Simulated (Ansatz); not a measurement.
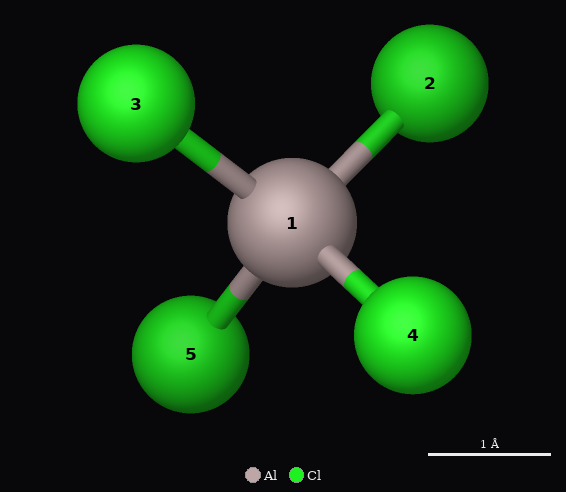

Source: calculation with Ansatz.

Numbered structure. Charge −1, singlet. Geometry: a fixed input geometry, not necessarily a minimum.

Give the bond lengths.

```csv
bond,length (Å)
Al1–Cl2,1.838
Al1–Cl3,1.840
Al1–Cl4,1.797
Al1–Cl5,1.801
```
